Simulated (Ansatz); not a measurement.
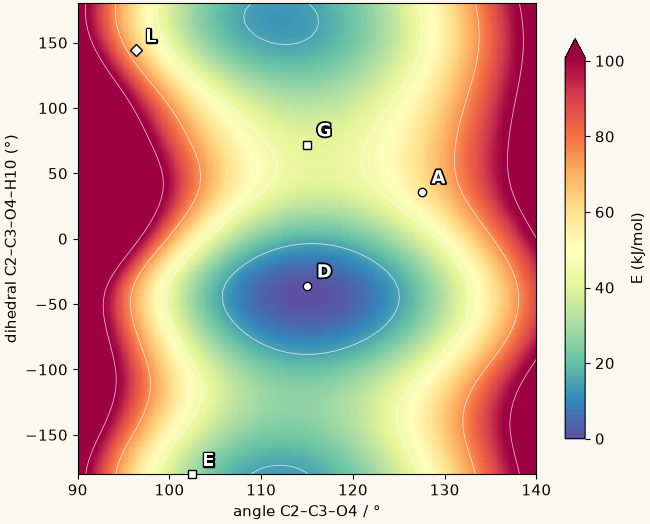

C3H6FInO, SMILES C=C[C](O)(F)[InH2]. Coordinates scanned: (1) angle C2–C3–O4; (2) dihedral C2–C3–O4–H10. Nothing is relaxed (all other coordinates rigid). The grid has 9 × 10 points. All energies are given in kJ/mol relative to the relaxed molecule at the same level. All numbers below come from RKS PBE-D4/def2-SVP (Ansatz).

In the figure: a smooth colour map with a few white contour lines, one colour for all values above the top of the scale, lettered points. Between grid points the surface is interpolated.

Q: What kind of point is each of A, D, L: minimum, saddle, maximum or slope?

A: A: on a slope; D: minimum; L: on a slope. (In these two coordinates alone; a stationary point may lie a little off the grid point.)

Q: Rank the lettered points by energy, lowest first.

A: D (0.5 kJ/mol), E (29 kJ/mol), G (41 kJ/mol), A (58 kJ/mol), L (68 kJ/mol).
